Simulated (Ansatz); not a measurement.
# Run report: B₃H₄Cl, geometry relaxation

System: B₃H₄Cl.
Method: RKS PBE/def2-SVP (Ansatz 0.2.0).

It belongs to a series of runs on one base structure; here: end point B relaxed.

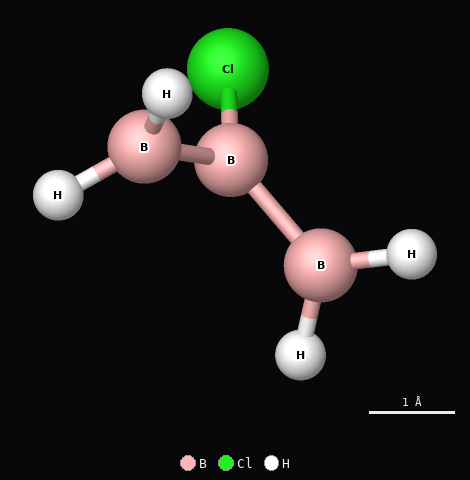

The input geometry (ball-and-stick view, seen at a tilt).

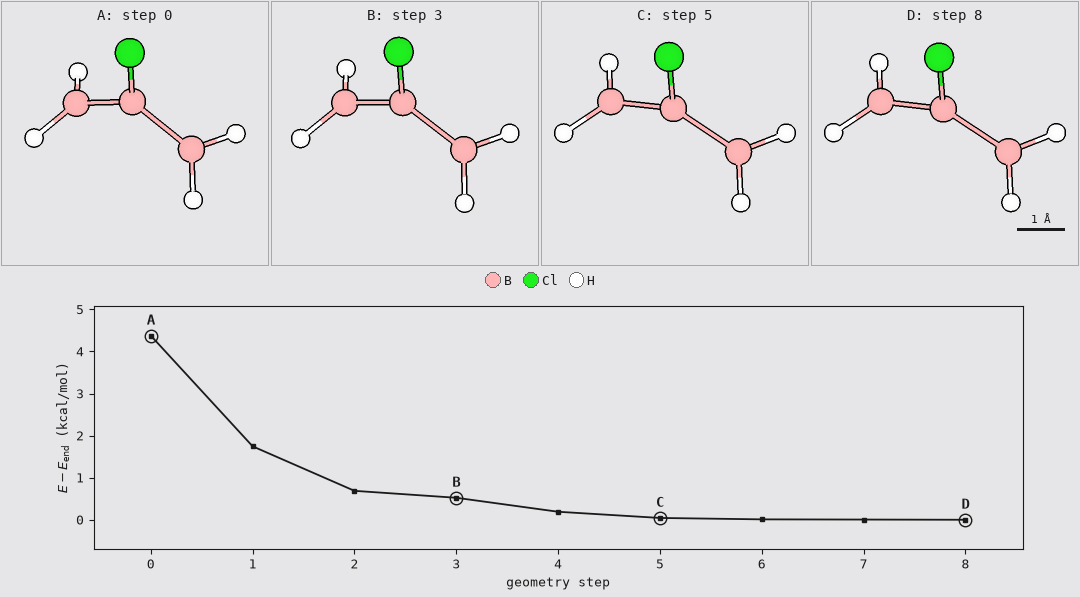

Frames of the relaxation (ball-and-stick view, seen at a tilt) above the curves, on which the letters mark them (the first geometry is step 0 here and step 1 in the log).

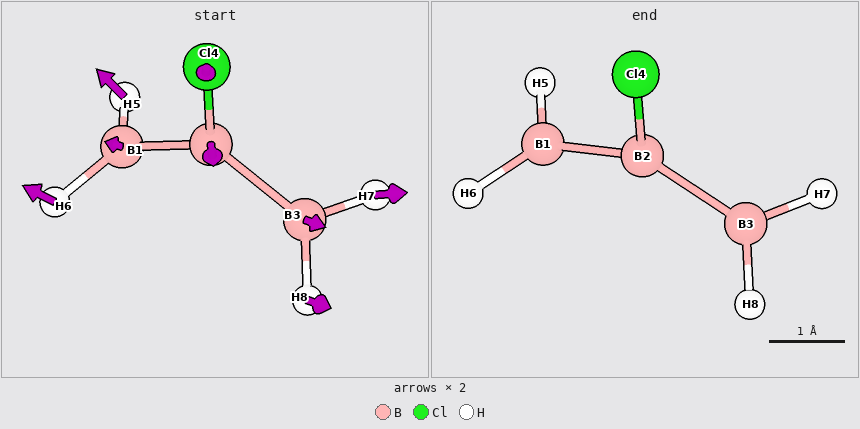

Before (left) and after (right) the relaxation, at one scale (ball-and-stick view, seen at a tilt). The pink arrows give the displacements, magnified 2 times. After 8 geometry steps the energy has fallen by 4.38 kcal/mol. The largest force component goes from 1.2 to 0.0044 eV/Å. The atom that moves furthest after the best rigid fit is H5 (0.28 Å). Largest moves by element: H 0.28 Å, B 0.25 Å, Cl 0.19 Å. Among the contacts that change: B2–Cl4 1.737 → 1.801 Å, B1–H5 1.171 → 1.219 Å, B1–B2 1.640 → 1.664 Å. Among the angles that change: B1–B2–B3 115.6° → 135.8°, B1–B2–Cl4 122.4° → 111.7°. (Atoms are counted from 1 in the order of the input.)

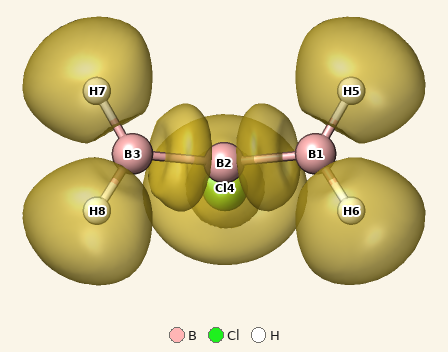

Isosurface of the electron localisation function at 0.75 (yellow), seen from the side. Core shells and regions of very low density are left out. Along the contacts the grid gives the following. B–B (1.66 Å): the ELF peaks at about 1 between the atoms, which marks localised, shared-pair bonding.

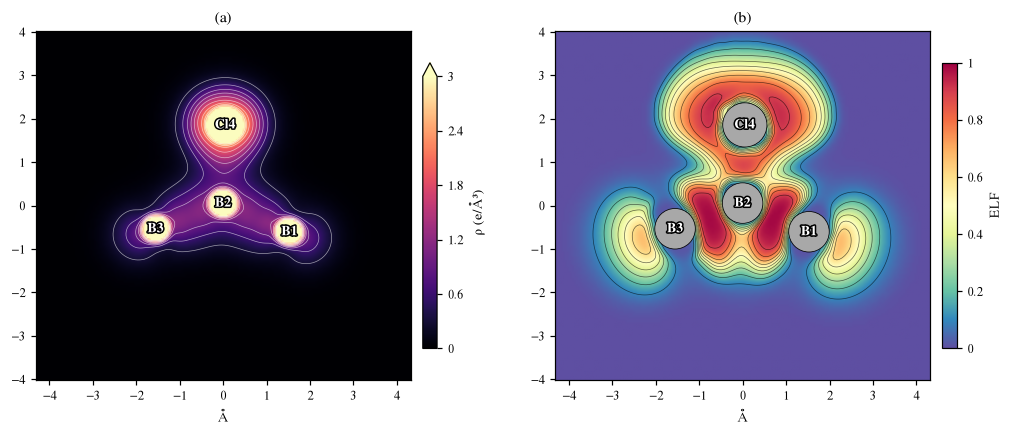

(a) electron density; (b) electron localisation function on the plane of atoms B1, B2 and Cl4. Grey discs, where drawn, cover atomic cores. Atoms in the plane: B and Cl. B–B (1.66 Å): ρ at the midpoint is about 1.1 e/Å³; the ELF peaks at about 1 between the atoms, which marks a shared electron pair. B–Cl (1.80 Å): ρ at the midpoint is about 1.2 e/Å³; the ELF peaks at about 0.90 between the atoms, which marks a shared but strongly polarised pair.

The input and output of the run follow.

## Input file
```yaml
crystal:
  periodic: [false, false, false]
  atoms:
    - { symbol: B, position_ang: [-0.35604, 1.25957, -0.53052] }
    - { symbol: B, position_ang: [-0.32831, -0.37252, -0.37235] }
    - { symbol: B, position_ang: [0.62544, -0.9527, 0.83003] }
    - { symbol: Cl, position_ang: [-1.25086, -1.42237, -1.40362] }
    - { symbol: H, position_ang: [-1.09741, 1.92871, 0.08015] }
    - { symbol: H, position_ang: [0.4139, 1.83971, -1.1965] }
    - { symbol: H, position_ang: [0.22022, -1.14605, 1.91217] }
    - { symbol: H, position_ang: [1.73885, -1.26675, 0.64389] }
basis:
  gaussian: { orbitals: def2-SVP }
hamiltonian:
  xc: pbe
relax:
  f_tol: 0.015
  max_steps: 40
output:
  orbitals: {}
```

Launched with:
```bash
ansatz run input.yaml --threads 1 --pin off --max-ram 2048MiB --backend cpu --events-out ev --progress --plain --runs-dir out
```

## Output
```
The last accepted step is kept in [file] (removed where the run ends without a failure and the disk answers)
Engine: ansatz 0.2.0, aarch64-unknown-linux-gnu
Functional definition: PBE
  parameter kappa = 0.804
  parameter beta = 0.06672455060314922
  exchange = pbe_x(kappa = kappa, mu = beta*pi^2/3)
  correlation = pbe_c(beta = beta)
889 factors; their error is unknown
mean field evaluation 1: about -14595.6690 eV, gradient 3.6e1 eV
mean field evaluation 2: about -14591.8018 eV, gradient 5.1e1 eV
mean field evaluation 4: about -14600.6416 eV, gradient 2.7e0 eV
mean field evaluation 8: about -14600.6657 eV, gradient 4.0e-2 eV
mean field evaluation 16: about -14600.6332 eV, gradient 2.5e-5 eV
mean field -14600.63318483 eV, -536.5633728780 hartree, gradient 2.5e-5 eV, S^2 0.000000; 0 other end points of the search recorded, 0 dependent functions left out
the calculation of the forces begins
reference -14600.63321998 eV, -536.5633741697 hartree; 18, 18 occupied and 62, 62 virtual orbitals, 889 factors
relax step   1: F+E_penalty+E_count = -14600.63318483 eV  Δ(F+E_penalty+E_count) = +0.000e0 eV  max|allowed force component| = 1.168e0 eV/Å  Δτ_max = 0.0000 Å  (25 SCF iters, accepted)
these checks for a lower state are left out or cut short: starts, cluster_reference, orbital_swaps, neighbouring_geometries, increment
889 factors; their error is unknown
mean field -14600.74728143 eV, -536.5675658504 hartree, gradient 1.7e-5 eV, S^2 0.000000; 0 other end points of the search recorded, 0 dependent functions left out
the calculation of the forces begins
reference -14600.74731679 eV, -536.5675671499 hartree; 18, 18 occupied and 62, 62 virtual orbitals, 889 factors
relax step   2: F+E_penalty+E_count = -14600.74728143 eV  Δ(F+E_penalty+E_count) = -1.141e-1 eV  max|allowed force component| = 7.027e-1 eV/Å  Δτ_max = 0.1083 Å  (27 SCF iters, accepted)
these checks for a lower state are left out or cut short: starts, cluster_reference, orbital_swaps, neighbouring_geometries, increment
889 factors; their error is unknown
mean field -14600.79314982 eV, -536.5692514828 hartree, gradient 2.1e-5 eV, S^2 0.000000; 0 other end points of the search recorded, 0 dependent functions left out
the calculation of the forces begins
reference -14600.79318539 eV, -536.5692527899 hartree; 18, 18 occupied and 62, 62 virtual orbitals, 889 factors
relax step   3: F+E_penalty+E_count = -14600.79314982 eV  Δ(F+E_penalty+E_count) = -4.587e-2 eV  max|allowed force component| = 2.128e-1 eV/Å  Δτ_max = 0.0648 Å  (26 SCF iters, accepted)
these checks for a lower state are left out or cut short: starts, cluster_reference, orbital_swaps, neighbouring_geometries, increment
889 factors; their error is unknown
mean field evaluation 32: about -14600.8306 eV, gradient 1.6e-2 eV
mean field -14600.80030729 eV, -536.5695145151 hartree, gradient 1.6e-5 eV, S^2 0.000000; 0 other end points of the search recorded, 0 dependent functions left out
the calculation of the forces begins
reference -14600.80034282 eV, -536.5695158207 hartree; 18, 18 occupied and 62, 62 virtual orbitals, 889 factors
relax step   4: F+E_penalty+E_count = -14600.80030729 eV  Δ(F+E_penalty+E_count) = -7.157e-3 eV  max|allowed force component| = 2.063e-1 eV/Å  Δτ_max = 0.0317 Å  (26 SCF iters, accepted)
these checks for a lower state are left out or cut short: starts, cluster_reference, orbital_swaps, neighbouring_geometries, increment
889 factors; their error is unknown
mean field -14600.81472219 eV, -536.5700442530 hartree, gradient 6.5e-6 eV, S^2 0.000000; 0 other end points of the search recorded, 0 dependent functions left out
the calculation of the forces begins
reference -14600.81475767 eV, -536.5700455567 hartree; 18, 18 occupied and 62, 62 virtual orbitals, 889 factors
relax step   5: F+E_penalty+E_count = -14600.81472219 eV  Δ(F+E_penalty+E_count) = -1.441e-2 eV  max|allowed force component| = 8.795e-2 eV/Å  Δτ_max = 0.0887 Å  (28 SCF iters, accepted)
these checks for a lower state are left out or cut short: starts, cluster_reference, orbital_swaps, neighbouring_geometries, increment
889 factors; their error is unknown
mean field -14600.82110232 eV, -536.5702787184 hartree, gradient 2.2e-5 eV, S^2 0.000000; 0 other end points of the search recorded, 0 dependent functions left out
the calculation of the forces begins
reference -14600.82113802 eV, -536.5702800302 hartree; 18, 18 occupied and 62, 62 virtual orbitals, 889 factors
relax step   6: F+E_penalty+E_count = -14600.82110232 eV  Δ(F+E_penalty+E_count) = -6.380e-3 eV  max|allowed force component| = 9.539e-2 eV/Å  Δτ_max = 0.1196 Å  (26 SCF iters, accepted)
these checks for a lower state are left out or cut short: starts, cluster_reference, orbital_swaps, neighbouring_geometries, increment
889 factors; their error is unknown
mean field -14600.82255683 eV, -536.5703321704 hartree, gradient 2.0e-5 eV, S^2 0.000000; 0 other end points of the search recorded, 0 dependent functions left out
the calculation of the forces begins
reference -14600.82259249 eV, -536.5703334810 hartree; 18, 18 occupied and 62, 62 virtual orbitals, 889 factors
relax step   7: F+E_penalty+E_count = -14600.82255683 eV  Δ(F+E_penalty+E_count) = -1.455e-3 eV  max|allowed force component| = 3.652e-2 eV/Å  Δτ_max = 0.0114 Å  (27 SCF iters, accepted)
these checks for a lower state are left out or cut short: starts, cluster_reference, orbital_swaps, neighbouring_geometries, increment
889 factors; their error is unknown
mean field evaluation 64: about -14600.8228 eV, gradient 1.9e-5 eV
mean field -14600.82276198 eV, -536.5703397095 hartree, gradient 1.9e-5 eV, S^2 0.000000; 0 other end points of the search recorded, 0 dependent functions left out
the calculation of the forces begins
reference -14600.82279761 eV, -536.5703410191 hartree; 18, 18 occupied and 62, 62 virtual orbitals, 889 factors
relax step   8: F+E_penalty+E_count = -14600.82276198 eV  Δ(F+E_penalty+E_count) = -2.051e-4 eV  max|allowed force component| = 3.286e-2 eV/Å  Δτ_max = 0.0109 Å  (27 SCF iters, accepted)
these checks for a lower state are left out or cut short: starts, cluster_reference, orbital_swaps, neighbouring_geometries, increment
889 factors; their error is unknown
mean field -14600.82296655 eV, -536.5703472273 hartree, gradient 2.6e-5 eV, S^2 0.000000; 0 other end points of the search recorded, 0 dependent functions left out
the calculation of the forces begins
reference -14600.82300219 eV, -536.5703485373 hartree; 18, 18 occupied and 62, 62 virtual orbitals, 889 factors
relax step   9: F+E_penalty+E_count = -14600.82296655 eV  Δ(F+E_penalty+E_count) = -2.046e-4 eV  max|allowed force component| = 4.439e-3 eV/Å  Δτ_max = 0.0044 Å  (22 SCF iters, accepted)
889 factors; their error is unknown
mean field -14600.82296655 eV, -536.5703472273 hartree, gradient 2.6e-5 eV, S^2 0.000000; 1 other end points of the search recorded, 0 dependent functions left out
the calculation of the forces begins
reference -14600.82300219 eV, -536.5703485373 hartree; 18, 18 occupied and 62, 62 virtual orbitals, 889 factors
Total energy: -14600.82300219 eV, -536.5703485373 hartree
Atom 0 at    -0.394178     1.383488    -0.584932 Å, force    -0.000196    -0.002137     0.000763 eV/Å
Atom 1 at    -0.192717    -0.226446    -0.214001 Å, force     0.002825     0.004439     0.003294 eV/Å
Atom 2 at     0.680989    -1.093477     0.905909 Å, force    -0.000978     0.000803    -0.001697 eV/Å
Atom 3 at    -1.163714    -1.287106    -1.298666 Å, force    -0.001739    -0.002492    -0.002246 eV/Å
Atom 4 at    -1.287627     2.045552    -0.085121 Å, force     0.000107     0.000384    -0.000512 eV/Å
Atom 5 at     0.309437     1.939759    -1.410685 Å, force    -0.000523     0.000485    -0.000360 eV/Å
Atom 6 at     0.208905    -1.395409     1.988668 Å, force     0.000192    -0.000283     0.000149 eV/Å
Atom 7 at     1.804694    -1.498762     0.662078 Å, force     0.000313    -0.001200     0.000609 eV/Å
Dipole moment:     0.066363     0.071135     0.074269 e Å
```

## Trajectory as extended XYZ (Å, eV, eV/Å), 9 frames, from step=1 to step=9
```
8
Properties=species:S:1:pos:R:3:forces:R:3 step=1 energy=-14600.63319
B    -0.3560    1.2596   -0.5305   -0.0470  -0.6429  -0.0630
B    -0.3283   -0.3725   -0.3724    0.2822   0.5224   0.3094
B     0.6254   -0.9527    0.8300   -0.4538  -0.2195  -0.5465
Cl   -1.2509   -1.4224   -1.4036   -0.5027  -0.6321  -0.5500
H    -1.0974    1.9287    0.0801   -0.8155   0.6539   0.6493
H     0.4139    1.8397   -1.1965    0.8046   0.5364  -0.7025
H     0.2202   -1.1461    1.9122   -0.4362  -0.0493   1.1163
H     1.7389   -1.2668    0.6439    1.1683  -0.1690  -0.2131
8
Properties=species:S:1:pos:R:3:forces:R:3 step=2 energy=-14600.74728
B    -0.3527    1.2679   -0.5282   -0.0297  -0.1004  -0.0350
B    -0.3356   -0.3832   -0.3775    0.2596  -0.0957   0.3231
B     0.6060   -1.0581    0.8142    0.2330   0.7027   0.1700
Cl   -1.2829   -1.4164   -1.4335   -0.3712  -0.2870  -0.4234
H    -1.1306    1.9492    0.0898   -0.2327   0.1757   0.1705
H     0.4412    1.8546   -1.2189    0.2196   0.1400  -0.2021
H     0.2222   -1.1159    1.9642   -0.1391  -0.2629   0.0922
H     1.7981   -1.2305    0.6532    0.0604  -0.2723  -0.0954
8
Properties=species:S:1:pos:R:3:forces:R:3 step=3 energy=-14600.79315
B    -0.3632    1.2821   -0.5418   -0.0443   0.0294  -0.0479
B    -0.3307   -0.3763   -0.3714    0.1804   0.1878   0.1985
B     0.6315   -1.0041    0.8393    0.0934  -0.2128   0.1201
Cl   -1.2847   -1.4227   -1.4350   -0.0860  -0.1072  -0.0937
H    -1.1529    1.9700    0.0828   -0.0087   0.0018  -0.0107
H     0.4407    1.8725   -1.2431   -0.0057  -0.0022  -0.0107
H     0.2129   -1.1697    1.9816    0.0460   0.0422  -0.1681
H     1.8122   -1.2843    0.6508   -0.1750   0.0609   0.0125
8
Properties=species:S:1:pos:R:3:forces:R:3 step=4 energy=-14600.80031
B    -0.3656    1.2924   -0.5451   -0.0413   0.0583  -0.0505
B    -0.3136   -0.3582   -0.3519    0.0459   0.0409   0.0496
B     0.6372   -1.0124    0.8467    0.0955  -0.2063   0.1238
Cl   -1.2734   -1.4092   -1.4221   -0.0056  -0.0174  -0.0046
H    -1.1684    1.9756    0.0657   -0.0164   0.0273  -0.0048
H     0.4282    1.8770   -1.2607    0.0017   0.0226  -0.0183
H     0.2105   -1.1919    1.9814    0.0493   0.0295  -0.1205
H     1.8108   -1.3059    0.6493   -0.1291   0.0450   0.0253
8
Properties=species:S:1:pos:R:3:forces:R:3 step=5 energy=-14600.81472
B    -0.3805    1.3314   -0.5649    0.0163   0.0047   0.0226
B    -0.2652   -0.3087   -0.2964   -0.0712  -0.0469  -0.0809
B     0.6568   -1.0524    0.8729   -0.0023  -0.0232   0.0046
Cl   -1.2356   -1.3645   -1.3795    0.0787   0.0781   0.0879
H    -1.2180    2.0094    0.0058   -0.0084   0.0105  -0.0297
H     0.3837    1.9074   -1.3202   -0.0258   0.0119  -0.0172
H     0.2144   -1.2720    1.9875    0.0082  -0.0180   0.0032
H     1.8102   -1.3829    0.6582    0.0045  -0.0170   0.0094
8
Properties=species:S:1:pos:R:3:forces:R:3 step=6 energy=-14600.82110
B    -0.3927    1.3821   -0.5821   -0.0237  -0.0296  -0.0202
B    -0.2016   -0.2390   -0.2228   -0.0312  -0.0162  -0.0420
B     0.6814   -1.0959    0.9058   -0.0681   0.0703  -0.0665
Cl   -1.1773   -1.2990   -1.3150    0.0838   0.0954   0.0948
H    -1.2855    2.0503   -0.0797    0.0636  -0.0536  -0.0225
H     0.3174    1.9443   -1.4037   -0.0368  -0.0441   0.0568
H     0.2156   -1.3840    1.9944   -0.0075  -0.0096   0.0075
H     1.8084   -1.4911    0.6663    0.0198  -0.0127  -0.0079
8
Properties=species:S:1:pos:R:3:forces:R:3 step=7 energy=-14600.82256
B    -0.3965    1.3799   -0.5867    0.0342   0.0093   0.0365
B    -0.1978   -0.2342   -0.2207   -0.0283   0.0101  -0.0220
B     0.6804   -1.0927    0.9047   -0.0140   0.0174  -0.0134
Cl   -1.1710   -1.2939   -1.3069    0.0236   0.0181   0.0243
H    -1.2842    2.0468   -0.0790    0.0151  -0.0290  -0.0256
H     0.3164    1.9415   -1.4032   -0.0307  -0.0225   0.0086
H     0.2120   -1.3865    1.9916    0.0004  -0.0007  -0.0080
H     1.8064   -1.4932    0.6635   -0.0002  -0.0028  -0.0006
8
Properties=species:S:1:pos:R:3:forces:R:3 step=8 energy=-14600.82276
B    -0.3918    1.3824   -0.5816   -0.0288  -0.0193  -0.0243
B    -0.1965   -0.2281   -0.2146    0.0329   0.0041   0.0026
B     0.6802   -1.0911    0.9048   -0.0007  -0.0186   0.0066
Cl   -1.1639   -1.2876   -1.3016   -0.0130  -0.0064  -0.0067
H    -1.2862    2.0429   -0.0846   -0.0128   0.0233   0.0185
H     0.3103    1.9370   -1.4082    0.0212   0.0144  -0.0063
H     0.2098   -1.3911    1.9885   -0.0003  -0.0016   0.0095
H     1.8037   -1.4968    0.6606    0.0016   0.0041   0.0001
8
Properties=species:S:1:pos:R:3:forces:R:3 step=9 energy=-14600.82297
B    -0.3942    1.3835   -0.5849   -0.0002  -0.0021   0.0008
B    -0.1927   -0.2264   -0.2140    0.0028   0.0044   0.0033
B     0.6810   -1.0935    0.9059   -0.0010   0.0008  -0.0017
Cl   -1.1637   -1.2871   -1.2987   -0.0017  -0.0025  -0.0022
H    -1.2876    2.0456   -0.0851    0.0001   0.0004  -0.0005
H     0.3094    1.9398   -1.4107   -0.0005   0.0005  -0.0004
H     0.2089   -1.3954    1.9887    0.0002  -0.0003   0.0001
H     1.8047   -1.4988    0.6621    0.0003  -0.0012   0.0006
```

## Results in brief

| quantity | value |
| --- | --- |
| outcome | converged |
| total energy | −14600.8230 eV |
| mean-field energy | −14600.8230 eV |
| largest force (length of the vector) at the end | 0.006 eV/Å |
| hardware | 1 thread of Arm Neoverse N1, 16 GiB of memory available, shared host |
| wall time | 32 s |
| peak memory | 0.15 GiB |
